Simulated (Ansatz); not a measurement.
```xyz
6

H    -0.1560    0.0961   -1.8629
H     0.2964   -0.5134   -1.9158
F    -0.5733   -1.0701    1.1654
B    -0.0344    0.1031    0.9405
F    -0.7914    1.1174    0.5969
F     1.2588    0.2669    1.0759
```

At this geometry the atoms fall into two loosely joined parts.

Method: RKS PBE0/def2-SVP (Ansatz).

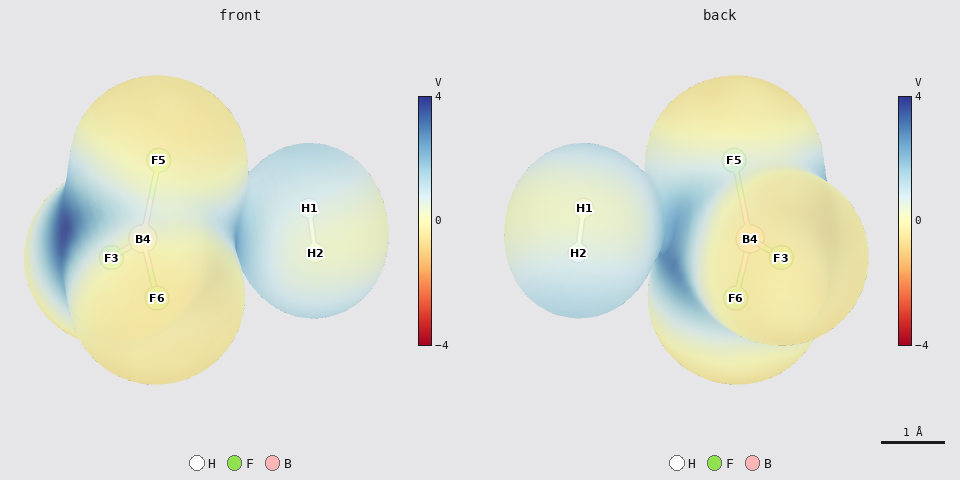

BF3H2. The molecular electrostatic potential painted on the density surface at 0.004 e/bohr³, seen from the front and from behind; the colour scale runs from red (negative) to blue (positive).

**Where is the surface potential most negative and most positive?**

The most negative region (about −0.4 V) lies over F3, F5 and F6, the most positive (about +3.5 V) over B4.
